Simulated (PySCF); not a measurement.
## A study: C$_{3}$H$_{7}$Si$_{2}$, doublet, SMILES `[SiH3]C1C=C[SiH]1`

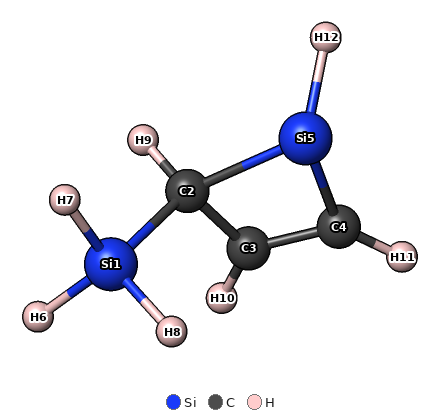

The molecule, with its atoms numbered as below. No frequency check shows the geometry to be a minimum.

Cartesian coordinates (Å):

```
Si1     -1.9232    0.1093    0.1774
C2      -0.2231   -0.0643   -0.6404
C3       0.5379   -1.2886   -0.2275
C4       1.6613   -0.8675    0.3670
Si5      1.2674    0.9516    0.1033
H6      -2.8430   -0.9384   -0.2808
H7      -2.4721    1.4199   -0.1805
H8      -1.7617    0.0101    1.6295
H9      -0.3277    0.0161   -1.7253
H10      0.1938   -2.3005   -0.3856
H11      2.4262   -1.4720    0.8280
H12      2.1090    1.7350   -0.8107
```

## 1. Bonding charge

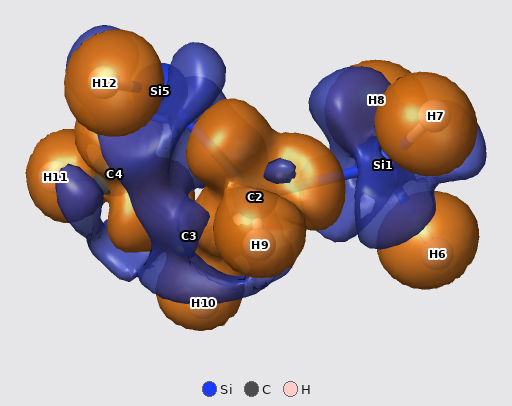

Deformation density (molecule less spherical, spin-averaged free atoms at the same positions), surfaces at ±0.05 e/Å³; orange: gain, blue: loss.

Level of theory: BLYP/def2-SVP (PySCF), at a geometry from GFN2-xTB. The stability of the open-shell solution wasn't checked. GFN2-xTB doesn't know the spin state, so this open-shell geometry is rough.

**How much density has each bond gained at its critical point, relative to the free atoms?**

The five largest and four smallest: C3–H10: +0.68 e/Å³ at the bond critical point (bond length 1.08 Å, Mayer order 1.0). C3–C4: +0.67 e/Å³ at the bond critical point (bond length 1.34 Å, Mayer order 1.8). C4–H11: +0.67 e/Å³ at the bond critical point (bond length 1.08 Å, Mayer order 1.0). C2–H9: +0.59 e/Å³ at the bond critical point (bond length 1.09 Å, Mayer order 0.9). C2–C3: +0.44 e/Å³ at the bond critical point (bond length 1.50 Å, Mayer order 1.0). Si1–H6: +0.16 e/Å³ at the bond critical point (bond length 1.47 Å, Mayer order 0.9). Si1–C2: +0.13 e/Å³ at the bond critical point (bond length 1.90 Å, Mayer order 0.9). C4–Si5: +0.12 e/Å³ at the bond critical point (bond length 1.88 Å, Mayer order 1.0); up to 0.6 Å beside the axis the gain reaches +0.30 e/Å³. C2–Si5: +0.10 e/Å³ at the bond critical point (bond length 1.95 Å, Mayer order 0.9); up to 0.6 Å beside the axis the gain reaches +0.26 e/Å³. In all, 2.6 electrons gather in the regions of gain relative to the promolecule. A small or negative value marks a very polar bond, one between electron-rich atoms, whose free-atom densities already overlap strongly, a long bond to a heavier atom, or a closed-shell contact such as a hydrogen bond.

## 2. Local ionisation energy

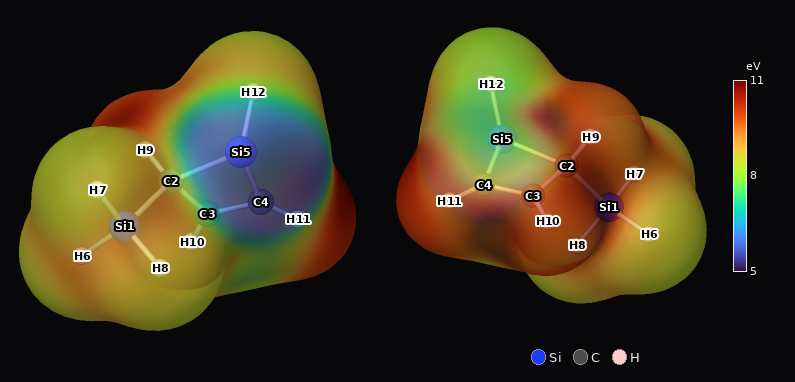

Average local ionisation energy on the surface of electron density 0.001 a.u. (back view left, front view right).

**Locate the minima of the map.**

The lowest value is 5.3 eV, 2.4 Å from Si5. Further minima include 7.5 eV, off the C3–C4 bond (2.1 to 2.2 Å from its atoms); 8.3 eV, 1.5 Å from H6. For comparison, the highest occupied orbital lies at −4.6 eV.

## 3. Spin density

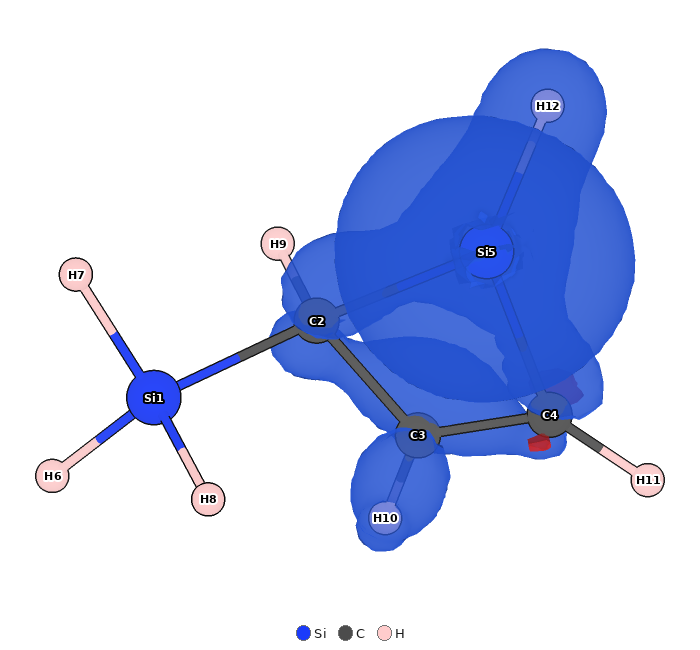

Spin density ρα − ρβ at ±0.02 e/Å³ (blue: excess α, red: excess β).

**Give the atomic spin populations that go with this picture.**

Hirshfeld spin populations: Si5 +0.72, C3 +0.09, H12 +0.06 and C2 +0.05. ⟨S²⟩ = 0.75, as for a pure state.

## 4. In an electric field

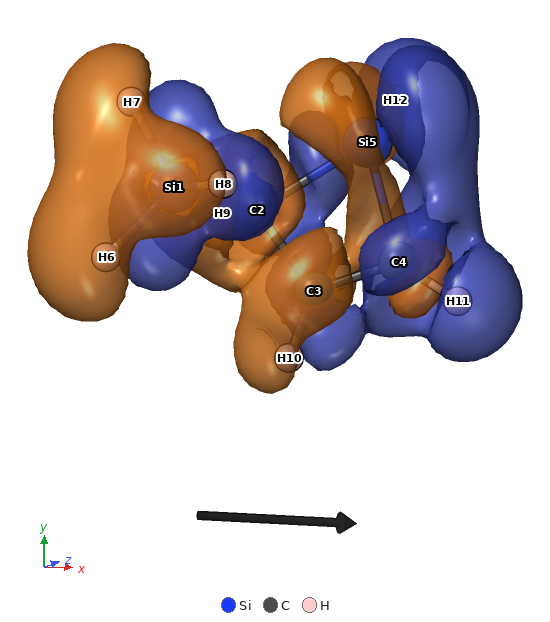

Change of the electron density in a uniform field of 0.51 V/Å along +x (arrow), surfaces at ±0.003 e/Å³ (orange: gain, blue: loss).

PySCF calculation, PBE0/def2-TZVP, gas phase; geometry: GFN2-xTB. A basis without diffuse functions makes polarisabilities too small. The stability of the open-shell solution wasn't checked. GFN2-xTB doesn't know the spin state, so this open-shell geometry is rough.

**How large is the response?**

The induced dipole is 2.64 D (along the field); α along this axis, from the fields in both directions, is 103 bohr³ (15.3 Å³).

**Which atoms gain and lose the most charge?**

Electrons gather most on Si1 (Hirshfeld charge changes by −0.030 e) and leave C4 most (+0.028 e); 0.209 electrons are displaced in all.

## 5. Removing or adding an electron

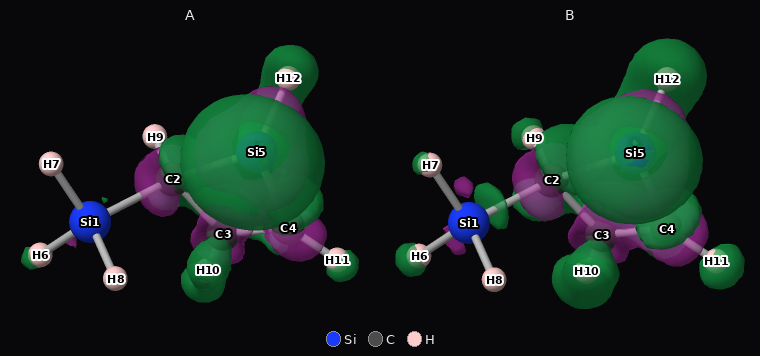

The two Fukui functions at ±0.02 e/Å³ (green positive, purple negative).

Computed with PySCF, PBE0/6-31+G*, geometry: GFN2-xTB. GFN2-xTB doesn't know the spin state, so this open-shell geometry is rough.

**Which panel is f⁻ (electron removed) and which f⁺ (electron added)?**

A is f⁺, B is f⁻. f⁻ (Hirshfeld-condensed) is largest on Si5 (0.42); the vertical ionisation energy is 8.02 eV (to the singlet cation, which needn't be its lowest state). f⁺ (Hirshfeld-condensed) is largest on Si5 (0.50); the vertical electron affinity is 0.96 eV (to the singlet anion, which needn't be its lowest state; the anion's highest orbital has positive energy, so this value and f⁺ depend on the basis).

The PySCF runs shown took 28 s, 3 min and 70 s on 1 thread of Intel(R) Xeon(R) Processor @ 2.70GHz (shared host).
